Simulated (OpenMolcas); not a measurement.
Excited-state calculation of SiNH3O (part 1 of 3)

The run: excited-state calculation of SiNH3O, SMILES N[Si]O. Method and program: CASPT2/ANO-RCC-VDZP, DKH2 (OpenMolcas 26.06).

The geometry comes from this level: GFN2-xTB.

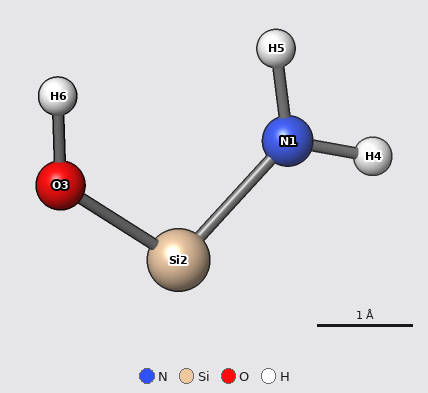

The structure as given in the input (ball-and-stick view, seen at a tilt; atoms are numbered from 1 in the order of the input). Bond lengths as drawn: H–N 1.00 to 1.01 Å, H–O 0.96 Å, N–Si 1.72 Å and O–Si 1.63 Å.

### Key numbers

```csv
quantity,value
outcome,converged
total energy,−421.246706 hartree
CASSCF energy,−420.799210 hartree
basis functions,61
hardware,"1 thread of Intel Xeon (Granite Rapids), 16 GiB of memory available, shared host"
wall time,4.8 s
peak memory,0.082 GiB
```

### Notes

Settings chosen away from the usual ones: rthr set to [1e-10, 0.0001, 1e-05] (from default).

### Input
```
* H3NOSi CASPT2

&gateway
 coord
 6
 angstrom
 N       -0.773880       0.123770      -0.517520
 Si       0.649820      -0.833640      -0.607370
 O        1.458070      -0.399060       0.734550
 H       -1.498320       0.084140      -1.212820
 H       -0.994200       0.787560       0.215840
 H        1.158510       0.237230       1.387310
 basis
 ANO-RCC-VDZP
 group
 NoSym
 ricd

&seward

&rasscf
 fileorb
 $CurrDir/step2.RasOrb
 spin
 1
 nactel
 6 0 0
 inactive
 13
 ras2
 6
 ciroot
 3 3 1
 thrs
 1e-10 0.0001 1e-05
 orblisting
 Nothing
 orbappear
 Compact

&caspt2
 rmultistate
 all
 sig2
 0.3
```

Launched with:
```bash
export MOLCAS_MEM=1860
pymolcas step8.inp > step8.log
```

### The program's output
```
--- Start Module: gateway ---

                                              &GATEWAY

                       available to each process: 1.9 GB of memory, 1 thread

++    Symmetry information:
      ---------------------

                    Character Table for C1

                             E
                    a        1  x, y, xy, Rz, z, xz, Ry, yz, Rx, I
--

++    Basis set information:
      ----------------------

      Basis set label: N.ANO-RCC...3S2P1D.

      Electronic valence basis set:
      ------------------
      Associated Effective Charge   7.000000 au
      Associated Actual Charge      7.000000 au
      Nuclear Model: Point charge

      Shell  nPrim  nBasis  Cartesian Spherical Contaminant
         s      14       3        X
         p       9       2        X
         d       4       1                 X

      Basis set label: SI.ANO-RCC...4S3P1D.

      Electronic valence basis set:
      ------------------
      Associated Effective Charge  14.000000 au
      Associated Actual Charge     14.000000 au
      Nuclear Model: Point charge

      Shell  nPrim  nBasis  Cartesian Spherical Contaminant
         s      17       4        X
         p      12       3        X
         d       5       1                 X

      Basis set label: O.ANO-RCC...3S2P1D.

      Electronic valence basis set:
      ------------------
      Associated Effective Charge   8.000000 au
      Associated Actual Charge      8.000000 au
      Nuclear Model: Point charge

      Shell  nPrim  nBasis  Cartesian Spherical Contaminant
         s      14       3        X
         p       9       2        X
         d       4       1                 X

      Basis set label: H.ANO-RCC...2S1P.

      Electronic valence basis set:
      ------------------
      Associated Effective Charge   1.000000 au
      Associated Actual Charge      1.000000 au
      Nuclear Model: Point charge

      Shell  nPrim  nBasis  Cartesian Spherical Contaminant
         s       8       2        X
         p       4       1        X
--

++    Molecular structure info:
      -------------------------

                    ************************************************
                    **** Cartesian Coordinates / bohr, angstrom ****
                    ************************************************

     Center  Label                x              y              z                     x              y              z
        1      N1              -1.462421       0.233891      -0.977971             -0.773880       0.123770      -0.517520
        2      SI2              1.227982      -1.575351      -1.147763              0.649820      -0.833640      -0.607370
        3      O3               2.755353      -0.754114       1.388098              1.458070      -0.399060       0.734550
        4      H4              -2.831414       0.159002      -2.291898             -1.498320       0.084140      -1.212820
        5      H5              -1.878766       1.488273       0.407878             -0.994200       0.787560       0.215840
        6      H6               2.189267       0.448300       2.621636              1.158510       0.237230       1.387310

                    ***************************************
                    *    InterNuclear Distances / bohr    *
                    ***************************************

               1 N1            2 SI2           3 O3            4 H4            5 H5            6 H6
    1 N1       0.000000
    2 SI2      3.246607        0.000000
    3 O3       4.935996        3.072114        0.000000
    4 H4       1.898988        4.560233        6.751898        0.000000
    5 H5       1.915044        4.632245        5.240628        3.156468        0.000000
    6 H6       5.132053        4.384929        1.813248        7.030913        4.746699        0.000000

                    *******************************************
                    *    InterNuclear Distances / angstrom    *
                    *******************************************

               1 N1            2 SI2           3 O3            4 H4            5 H5            6 H6
    1 N1       0.000000
    2 SI2      1.718030        0.000000
    3 O3       2.612017        1.625693        0.000000
    4 H4       1.004901        2.413171        3.572950        0.000000
    5 H5       1.013398        2.451278        2.773221        1.670331        0.000000
    6 H6       2.715765        2.320404        0.959529        3.720599        2.511845        0.000000

                    **************************************
                    *    Valence Bond Angles / degree    *
                    **************************************
                          Atom centers                 Phi
                      4 H4       1 N1       5 H5       111.70
--

            Nuclear Potential Energy            103.77112121 au

--- Stop Module: gateway /rc=_RC_ALL_IS_WELL_ ---

--- Start Module: seward ---

                                              &SEWARD

                       available to each process: 1.9 GB of memory, 1 thread

               SEWARD will generate:
                  Multipole Moment integrals up to order  2
                  Kinetic Energy integrals
                  Nuclear Attraction integrals (point charge)
                  One-Electron Hamiltonian integrals
                  Velocity integrals
                  Relativistic Douglas-Kroll-Hess integrals:
                    - Parametrization         : EXP
                    - DKH order of Hamiltonian: 2
                    - DKH order of Properties : 0
                         - multipole moment operators
                         - electric potential operators
                         - contact operators
                  Orbital angular momentum around (  0.9083  -0.8320  -0.3748 )
                  Velocity quadrupole around (  0.9083  -0.8320  -0.3748 )
                  Atomic mean-field integrals
                  RI decomposed two-electron repulsion integrals stored Cholesky style
                   - acCD auxiliary basis
                   - CD Threshold:   1.00E-04

                   Integrals are discarded if absolute value <: 1.00E-14
                   Integral cutoff threshold is set to       <: 1.00E-16

            Nuclear Potential Energy            103.77112121 au

      Basis set specifications :
      Symmetry species         a
      Basis functions           61

--- Stop Module: seward /rc=_RC_ALL_IS_WELL_ ---

--- Start Module: rasscf ---

                                              &RASSCF

                       available to each process: 1.9 GB of memory, 1 thread

      Header of the ONEINT file:
      --------------------------

      OrdInt status: non-squared

      Cartesian coordinates in angstrom:
      -----------------------------------------------------
      No.  Label        X            Y            Z
      -----------------------------------------------------
       1   N1        -0.77388000   0.12377000  -0.51752000
       2   SI2        0.64982000  -0.83364000  -0.60737000
       3   O3         1.45807000  -0.39906000   0.73455000
       4   H4        -1.49832000   0.08414000  -1.21282000
       5   H5        -0.99420000   0.78756000   0.21584000
       6   H6         1.15851000   0.23723000   1.38731000
      -----------------------------------------------------
      Nuclear repulsion energy =  103.77112121

++    Wave function specifications:
      -----------------------------

      Number of closed shell electrons          26
      Number of electrons in active shells       6
      Max number of holes in RAS1 space          0
      Max nr of electrons in RAS3 space          0
      Number of inactive orbitals               13
      Number of active orbitals                  6
      Number of secondary orbitals              42
      Spin quantum number                      0.0
      State symmetry                             1
--

++    Orbital specifications:
      -----------------------

      Symmetry species                           1
                                                 a
      Frozen orbitals                            0
      Inactive orbitals                         13
      Active orbitals                            6
      RAS1 orbitals                              0
      RAS2 orbitals                              6
      RAS3 orbitals                              0
      Secondary orbitals                        42
      Deleted orbitals                           0
      Number of basis functions                 61
--

++    CI expansion specifications:
      ----------------------------

      Number of CSFs                           175
      Number of spin combinations              210
      Number of determinants                   400
      Number of root(s) required                 3
      Root chosen for geometry opt.              3
      CI roots used                              1     2     3
      weights                                0.333 0.333 0.333
      highest root included in the CI            3
      max. size of the explicit Hamiltonian    175
--

++    Optimization specifications:
      ----------------------------

      RASSCF algorithm: LK RI/DF
      Maximum number of macro iterations       200
      Maximum number of SX iterations          100
      Threshold for RASSCF energy            1.000E-10
      Threshold for max MO rotation          1.000E-04
      Threshold for max BLB element          1.000E-05
      Level shift parameter                  5.000E-01
      Make Quasi-Newton update
--

      The MO-coefficients are taken from the file:
      step2.RasOrb
      Title: RASSCF average (pseudo-natural) orbitals

      Total molecular charge    0.00

      ************************************************************************************************************************
      *                                            Wave function control section                                             *
      ************************************************************************************************************************

                                         RASSCF iterations: Energy and convergence statistics
                                         ----------------------------------------------------

          iter iter root      energy       change     param      element    value   shift minimum  type update hh:mm:ss
 Nr of preliminary CI iterations:   1
        1   1    5    0  -420.64990342    0.00E+00  -3.10E-05   12  19 1  7.29E-06   0.30   0.00    SX    NO    0:00:00
        2   1    4    0  -420.64990342   -8.34E-10* -2.62E-05   12  19 1  4.03E-06   0.30   0.00    SX    NO    0:00:00
        3   1    4    0  -420.64990342   -3.81E-10* -2.30E-05   12  19 1  2.43E-06   0.30   0.00    SX    NO    0:00:00
        4   1    4    0  -420.64990342   -2.34E-10*  2.01E-05   12  19 1  1.65E-06   0.30   0.00    SX    NO    0:00:00
        5   1    4    0  -420.64990342   -1.57E-10* -1.12E-04*  12  19 1  1.21E-06   0.30   2.50    QN   YES    0:00:00
        6   1    3    0  -420.64990342   -3.96E-10* -9.69E-06   13  37 1 -1.06E-06   0.30   1.03    QN   YES    0:00:00
        7   1    3    0  -420.64990342   -1.93E-11  -1.65E-05   12  26 1  5.81E-07   0.30   1.88    QN   YES    0:00:00
      Convergence after  7 iterations
        8   1    3    0  -420.64990342   -1.90E-11  -1.65E-05   12  36 1 -3.80E-07   0.30   1.88    QN   YES    0:00:00

      ************************************************************************************************************************
                                                      Wave function printout:
                       occupation of active orbitals, and spin coupling of open shells (u,d: Spin up or down)
      ************************************************************************************************************************

      Note: transformation to natural orbitals
      has been made, which may change the order of the CSFs.

      printout of CI-coefficients larger than  0.05 for root  1
      energy=    -420.799210
      conf/sym  111111     Coeff  Weight
             1  222000  -0.97564 0.95187
             2  22ud00   0.06213 0.00386
             9  u220d0   0.14557 0.02119
            34  202002   0.07761 0.00602
            41  022200   0.10498 0.01102

      printout of CI-coefficients larger than  0.05 for root  2
      energy=    -420.588515
      conf/sym  111111     Coeff  Weight
             8  u22d00  -0.99369 0.98743
           110  u02d02  -0.07934 0.00630

      printout of CI-coefficients larger than  0.05 for root  3
      energy=    -420.561985
      conf/sym  111111     Coeff  Weight
             1  222000  -0.14480 0.02097
             2  22ud00   0.07290 0.00531
             9  u220d0  -0.97332 0.94735
            24  u2dud0  -0.07958 0.00633
            50  u2udd0  -0.05209 0.00271
            64  u202d0   0.05741 0.00330
           111  u020d2  -0.07520 0.00565

      Natural orbitals and occupation numbers for root  1
      sym 1:   1.975867   1.981321   1.995530   0.026700   0.001067   0.019514

      Natural orbitals and occupation numbers for root  2
      sym 1:   1.001746   1.981779   1.996347   0.999509   0.001931   0.018688

      Natural orbitals and occupation numbers for root  3
      sym 1:   1.198265   1.983139   1.977731   0.022835   0.800393   0.017637

      ************************************************************************************************************************
      *                                                    Final results                                                     *
      ************************************************************************************************************************

++    Final optimization conditions:
      ------------------------------
```
